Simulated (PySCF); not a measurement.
```json
{"atom": "Si", "x (Å)": "0.0787", "y (Å)": "0.0016", "z (Å)": "0.0603"}
{"atom": "C", "x (Å)": "0.0848", "y (Å)": "0.0478", "z (Å)": "1.9483"}
{"atom": "C", "x (Å)": "0.6932", "y (Å)": "1.3441", "z (Å)": "2.4802"}
{"atom": "H", "x (Å)": "0.6278", "y (Å)": "-0.8235", "z (Å)": "2.3537"}
{"atom": "H", "x (Å)": "-0.9572", "y (Å)": "-0.0537", "z (Å)": "2.2998"}
{"atom": "H", "x (Å)": "0.6707", "y (Å)": "1.3943", "z (Å)": "3.5803"}
{"atom": "H", "x (Å)": "1.7455", "y (Å)": "1.4552", "z (Å)": "2.1725"}
{"atom": "H", "x (Å)": "0.1518", "y (Å)": "2.2245", "z (Å)": "2.0985"}
{"atom": "C", "x (Å)": "1.8526", "y (Å)": "-0.0033", "z (Å)": "-0.5866"}
{"atom": "C", "x (Å)": "2.5983", "y (Å)": "-1.2783", "z (Å)": "-0.1977"}
{"atom": "H", "x (Å)": "2.3988", "y (Å)": "0.8838", "z (Å)": "-0.2216"}
{"atom": "H", "x (Å)": "1.8187", "y (Å)": "0.0957", "z (Å)": "-1.6861"}
{"atom": "H", "x (Å)": "3.6213", "y (Å)": "-1.3030", "z (Å)": "-0.6057"}
{"atom": "H", "x (Å)": "2.6832", "y (Å)": "-1.3820", "z (Å)": "0.8961"}
{"atom": "H", "x (Å)": "2.0741", "y (Å)": "-2.1748", "z (Å)": "-0.5656"}
{"atom": "N", "x (Å)": "-0.7392", "y (Å)": "1.3795", "z (Å)": "-0.6297"}
{"atom": "C", "x (Å)": "-2.1554", "y (Å)": "1.5363", "z (Å)": "-0.4271"}
{"atom": "C", "x (Å)": "-0.0929", "y (Å)": "2.5496", "z (Å)": "-1.1565"}
{"atom": "H", "x (Å)": "-2.3998", "y (Å)": "2.3177", "z (Å)": "0.3227"}
{"atom": "H", "x (Å)": "-2.5963", "y (Å)": "0.5871", "z (Å)": "-0.0863"}
{"atom": "H", "x (Å)": "-2.6682", "y (Å)": "1.8198", "z (Å)": "-1.3671"}
{"atom": "H", "x (Å)": "0.9782", "y (Å)": "2.3705", "z (Å)": "-1.3232"}
{"atom": "H", "x (Å)": "-0.5319", "y (Å)": "2.8497", "z (Å)": "-2.1287"}
{"atom": "H", "x (Å)": "-0.1802", "y (Å)": "3.4276", "z (Å)": "-0.4826"}
{"atom": "N", "x (Å)": "-0.8064", "y (Å)": "-1.4141", "z (Å)": "-0.4427"}
{"atom": "C", "x (Å)": "-1.0807", "y (Å)": "-2.5616", "z (Å)": "0.3776"}
{"atom": "C", "x (Å)": "-1.0691", "y (Å)": "-1.6211", "z (Å)": "-1.8429"}
{"atom": "H", "x (Å)": "-2.1360", "y (Å)": "-2.8842", "z (Å)": "0.2774"}
{"atom": "H", "x (Å)": "-0.9065", "y (Å)": "-2.3400", "z (Å)": "1.4395"}
{"atom": "H", "x (Å)": "-0.4519", "y (Å)": "-3.4373", "z (Å)": "0.1137"}
{"atom": "H", "x (Å)": "-0.9084", "y (Å)": "-0.6856", "z (Å)": "-2.4003"}
{"atom": "H", "x (Å)": "-0.4230", "y (Å)": "-2.4042", "z (Å)": "-2.2914"}
{"atom": "H", "x (Å)": "-2.1188", "y (Å)": "-1.9302", "z (Å)": "-2.0146"}
```

Geometry: PBE0-D3(BJ)/def2-SVP.

Computed with PBE0/pcSseg-1, SCF density, gas phase, non-relativistic in PySCF 2.14.0.

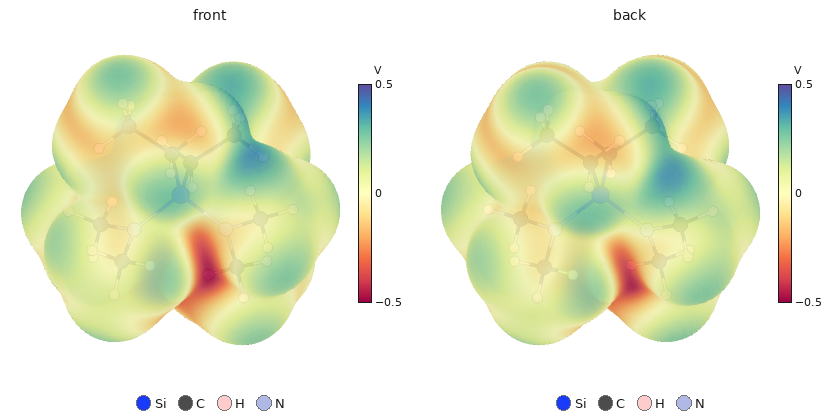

C₈H₂₂N₂Si. The molecular electrostatic potential painted on the density surface at 0.001 e/bohr³, seen from the front and from behind; the colour scale runs from red (negative) to blue (positive).

Describe the electrostatic potential map.

The most negative region (about −0.4 V) lies over the C, H and N atoms, the most positive (about +0.4 V) over the H atoms.

What dipole moment does the calculation give?

Its dipole moment is 0.05 D.
